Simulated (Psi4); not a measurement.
# UMP2/heavy-aug-cc-pVTZ (density fitting, density fitting for correlation) run of SiH2SCl (SMILES S[SiH]Cl)

What is the energy change on altering one bond length of SiH2SCl at UMP2/heavy-aug-cc-pVTZ (density fitting, density fitting for correlation)? 

The calculation is run with Psi4 1.11.

1 further run of the same task is left out (set aside as unsound or not needed).

**1. The system as given**

The species is SiH2SCl (5 atoms), meant as a doublet with charge 0. SMILES: `S[SiH]Cl`. The coordinates come from a PBE0-D4/def2-TZVP relaxation. This is one conformer, not always the lowest.

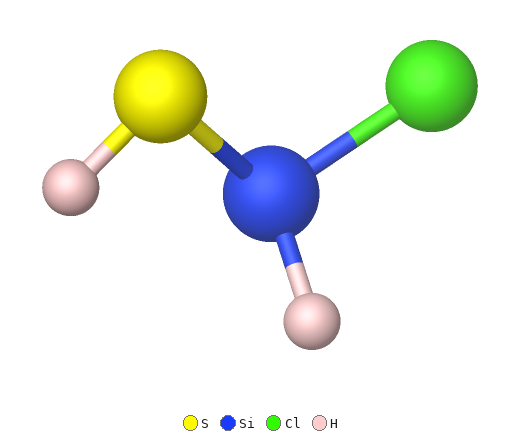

Viewed from a chosen angle; sulfur yellow, silicon blue, chlorine green, hydrogen pink.

**2. The energy at UMP2/heavy-aug-cc-pVTZ (density fitting, density fitting for correlation)**

calc.inp reads:

```
memory 1600 MB

molecule m {
  0 2
  S
  Si 1 2.131943
  Cl 2 2.053401 1 106.00705
  H 1 1.345628 2 92.62427 3 -177.33611
  H 2 1.494439 3 107.69483 1 -119.22551
  units angstrom
  no_reorient
  no_com
}

set basis heavy-aug-cc-pVTZ
set reference uhf
set scf_type df
set freeze_core true
set mp2_type df

e_tot, wfn = energy("mp2", return_wfn=True)
```

On the command line:

```bash
$ psi4 calc.inp calc.out -n 1
```

calc.out:

```text
[...]
  Running in c1 symmetry.
[...]
  Nuclear repulsion =  182.303642412179499
[...]
  Multiplicity = 2
[...]
  Nalpha       = 25
  Nbeta        = 24
[...]
    Number of basis functions: 178
[...]
   @DF-UHF iter   1: -1147.17316923569274   -3.65842e-01   1.45093e-03 ADIIS/DIIS
[...]
   @DF-UHF iter  14: -1147.22492019050742   -1.56888e-11   5.78718e-09 DIIS
[...]
   @S^2 Observed:                7.577497378E-01
[...]
    Orbital Energies [Eh]
    ---------------------
    Alpha Occupied:
       1A   -104.839977     2A    -91.971807     3A    -68.856571
       4A    -10.566196     5A     -8.975077     6A     -8.033554
       7A     -8.031642     8A     -8.031192     9A     -6.657249
      10A     -6.655596    11A     -6.654219    12A     -6.199444
      13A     -4.310146    14A     -4.302419    15A     -4.301094
      16A     -1.111430    17A     -0.990905    18A     -0.707536
      19A     -0.578580    20A     -0.538769    21A     -0.510084
      22A     -0.493308    23A     -0.459491    24A     -0.417590
      25A     -0.338160
    Alpha Virtual:
[...]
  @DF-UHF Final Energy: -1147.22492019050742
   => Energetics <=
    Nuclear Repulsion Energy =            182.3036424121794994
    One-Electron Energy =               -1950.5271622453410600
    Two-Electron Energy =                 620.9985996426543124
    Total Energy =                      -1147.2249201905074187
  UHF NO Occupations:
  HONO-2 :   23  A 1.9992759
  HONO-1 :   24  A 1.9974286
[...]
 Multipole Moments:
 ------------------------------------------------------------------------------------
     Multipole            Electronic (a.u.)      Nuclear  (a.u.)        Total (a.u.)
 ------------------------------------------------------------------------------------
 L = 1.  Multiply by 2.5417464519 to convert [e a0] to [Debye]
 Dipole X            :         -1.1653171            1.2097026            0.0443855
 Dipole Y            :         -3.5617746            4.3515619            0.7897873
 Dipole Z            :          1.6501287           -1.6019709            0.0481579
 Magnitude           :                                                    0.7924981
[...]
```

It took 5.7 s on 1 thread of Intel Xeon 6975P-C (Granite Rapids), shared host; peak memory 0.4 GiB.

**3. The distorted shape at the same level**

calc.inp reads:

```
memory 1600 MB

molecule molecule1 {
  0 2
  S
  Si 1 R2
  Cl 2 R3 1 A3
  H 1 R4 2 A4 3 D4
  H 2 R5 3 A5 1 D5

  R2 = 2.131943
  R3 = 2.053401
  A3 = 106.00705
  R4 = 1.345628
  A4 = 92.62427
  D4 = -177.33611
  R5 = 1.345
  A5 = 107.69482
  D5 = -119.2255
  no_reorient
  no_com
}

set basis heavy-aug-cc-pVTZ
set reference uhf
set scf_type df
set freeze_core true
set mp2_type df

e_tot, wfn = energy('mp2', return_wfn=True)
```

On the command line:

```bash
$ psi4 -n 1 calc.inp calc.out
```

calc.out:

```text
[...]
  Running in c1 symmetry.
[...]
  Nuclear repulsion =  183.087403576853660
[...]
  Multiplicity = 2
[...]
  Nalpha       = 25
  Nbeta        = 24
[...]
    Number of basis functions: 178
[...]
   @DF-UHF iter   1: -1147.16542785565616   -3.07784e-01   1.45255e-03 ADIIS/DIIS
[...]
   @DF-UHF iter  14: -1147.21746101136341   -1.61435e-11   6.08324e-09 DIIS
[...]
   @S^2 Observed:                7.569374718E-01
[...]
    Orbital Energies [Eh]
    ---------------------
    Alpha Occupied:
       1A   -104.838117     2A    -91.969727     3A    -68.845031
       4A    -10.564391     5A     -8.973058     6A     -8.031684
       7A     -8.029879     8A     -8.029418     9A     -6.655127
      10A     -6.653616    11A     -6.652252    12A     -6.191866
      13A     -4.302661    14A     -4.294573    15A     -4.293943
      16A     -1.110028    17A     -0.989478    18A     -0.724447
      19A     -0.584183    20A     -0.542539    21A     -0.509165
      22A     -0.492488    23A     -0.460996    24A     -0.416917
      25A     -0.336707
    Alpha Virtual:
[...]
  @DF-UHF Final Energy: -1147.21746101136341
   => Energetics <=
    Nuclear Repulsion Energy =            183.0874035768536601
    One-Electron Energy =               -1952.1547271889494368
    Two-Electron Energy =                 621.8498626007324219
    Total Energy =                      -1147.2174610113634117
  UHF NO Occupations:
  HONO-2 :   23  A 1.9994482
  HONO-1 :   24  A 1.9976146
[...]
 Multipole Moments:
 ------------------------------------------------------------------------------------
     Multipole            Electronic (a.u.)      Nuclear  (a.u.)        Total (a.u.)
 ------------------------------------------------------------------------------------
 L = 1.  Multiply by 2.5417464519 to convert [e a0] to [Debye]
 Dipole X            :         -0.9928217            1.0945277            0.1017060
 Dipole Y            :         -3.4582542            4.2933200            0.8350658
 Dipole Z            :          1.7453992           -1.6522983            0.0931009
 Magnitude           :                                                    0.8463727
[...]
```

Wall time 5.7 s (1 thread of Intel Xeon 6975P-C (Granite Rapids), shared host); peak memory 0.4 GiB.

**4. Outcome**

Level: UMP2/heavy-aug-cc-pVTZ (density fitting, density fitting for correlation), 15 core orbitals frozen.

| quantity | value |
| --- | --- |
| first shape: total energy | -1147.69743 Eh |
| first shape: HOMO energy (Hartree–Fock orbitals) (highest over α and β) | -9.20 eV |
| first shape: LUMO energy (Hartree–Fock orbitals) (lowest over α and β) | 0.54 eV |
| first shape: correlation energy (15 core orbitals frozen) | -472.5 mEh |
| first shape: ⟨S²⟩ of the reference determinant | 0.758 |
| distorted shape: total energy | -1147.68954 Eh |
| distorted shape: HOMO energy (Hartree–Fock orbitals) (highest over α and β) | -9.16 eV |
| distorted shape: LUMO energy (Hartree–Fock orbitals) (lowest over α and β) | 0.60 eV |
| distorted shape: correlation energy (15 core orbitals frozen) | -472.1 mEh |
| distorted shape: ⟨S²⟩ of the reference determinant | 0.757 |
| energy change with the Si2–H5 bond shortened from 1.494 to 1.345 Å | 0.215 eV |

**Reading.** With the Si2–H5 bond shortened from 1.494 to 1.345 Å the energy rises by 0.21 eV (20.7 kJ/mol). The first shape isn't relaxed at this level, so the change isn't measured from a minimum.
